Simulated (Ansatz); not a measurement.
Cl3Ga···CH4

```
atom    x (Å)    y (Å)    z (Å)
  Ga  -0.8950  -0.1598  -1.7919
  Cl   0.5651   1.1198  -2.6665
  Cl  -0.5860  -2.2668  -1.7878
  Cl  -2.6852   0.6643  -0.9853
   H   1.2678   0.7222   0.7113
   C   0.7177   0.1283   1.4421
   H   1.2204   0.1989   2.4060
   H  -0.2990   0.5098   1.5415
   H   0.6940  -0.9167   1.1305
```

All numbers below come from Ansatz, RHF/def2-SVP.

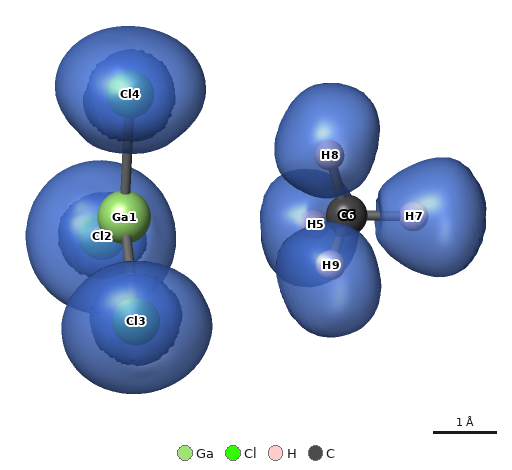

Figure 1. Isosurface of the ELF at 0.8 (blue), seen at an oblique angle. Only the valence region is drawn (cores and ρ < 0.01 e/Å³ removed).

Q: Where are the electrons localised?

A: At this value the surface marks out four regions around hydrogen nuclei and three regions wrapped around Cl (the valence shell of each). Profiles from the grid: C6···Ga1 (3.63 Å): the ELF dips to about 0 between them (a non-bonded, intermolecular contact). Ga–Cl (2.13 Å): the ELF peaks at about 0.85 in the valence shell of Cl, 0.8 Å from its nucleus, and is about 0.60 at the midpoint.

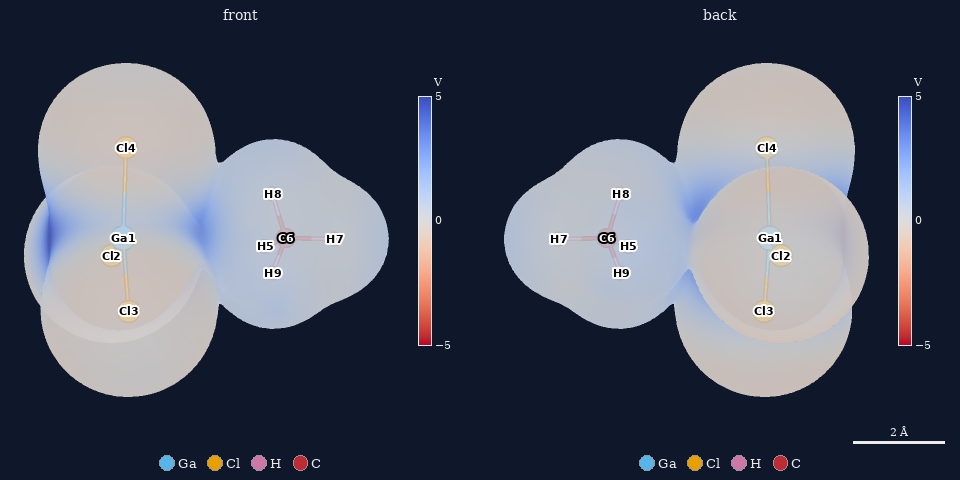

Figure 2. The molecular electrostatic potential painted on the density surface at 0.002 e/bohr³, seen from the front and from behind; the colour scale runs from red (negative) to blue (positive).

Q: Which sites attract a positive test charge, and which a negative one?

A: A positive charge is drawn to the negative regions and a negative charge to the positive ones. The most negative region (about −0.4 V) lies over Cl2, Cl3 and Cl4, the most positive (about +4.4 V) over Ga1.

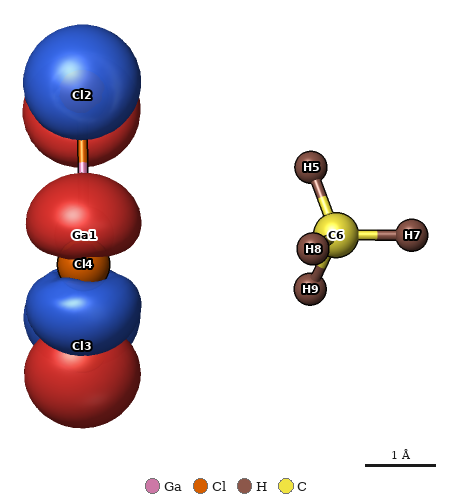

Figure 3. The HOMO at ±0.15 Å⁻³ᐟ² (blue and red are the two phases), seen from one side.

Q: Describe this orbital and give its energy.

A: Its weight (Hirshfeld) is mainly on Cl3 (about 30 %), Cl4 (about 30 %) and Cl2 (about 30 %); largely a combination of lone pairs on Cl3, Cl4 and Cl2. Its energy is −12.66 eV.

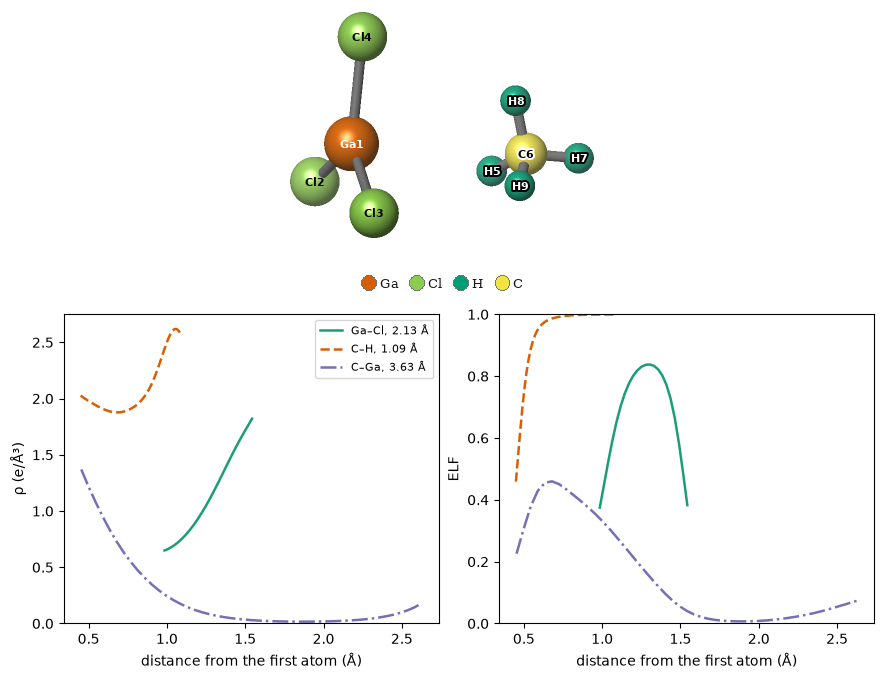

Figure 4. Total electron density and electron localisation function along straight lines between neighbouring atoms. The curves leave out the atomic cores. The structure is drawn too.

Q: Compare the contacts.

A: Ga–Cl (2.13 Å): ρ is about 0.71 e/Å³ halfway; the ELF peaks at about 0.85 in the valence shell of Cl, 0.8 Å from its nucleus, and is about 0.60 at the midpoint.
C–H (1.09 Å): the density is about 1.9 e/Å³ at the midpoint; the ELF climbs to about 1 towards the hydrogen, as it does in any bond to H; a covalent bond by its length.
C6···Ga1 (3.63 Å): the density falls to about 0.02 e/Å³ on the way; the ELF dips to about 0 between them; a non-bonded, intermolecular contact.
